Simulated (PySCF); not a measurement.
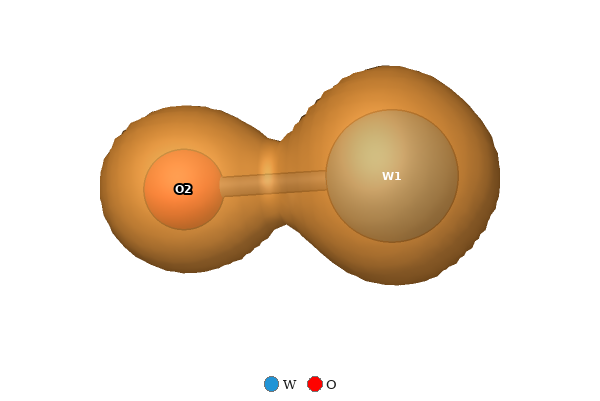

*WO (triplet). Isosurface of the electron density at 1.5 e/Å³ (orange), seen from one side.*

⟨S²⟩ = 2.07, above the pure value of 2.00; core potentials replace the inner electrons of W.

Theory: PBE0/def2-TZVPPD, non-relativistic Hamiltonian with scalar-relativistic core potentials where named, at a bond length of 1.650 Å in PySCF 2.14.0.

### Which contacts does the surface bridge?

At this value the surface is in one piece. It bridges the sampled W–O (1.65 Å) contact, where the density stays above the isovalue. On the grid the lowest density along these lines, outside the cores, is 2.1 e/Å³ (W–O, 1.65 Å).
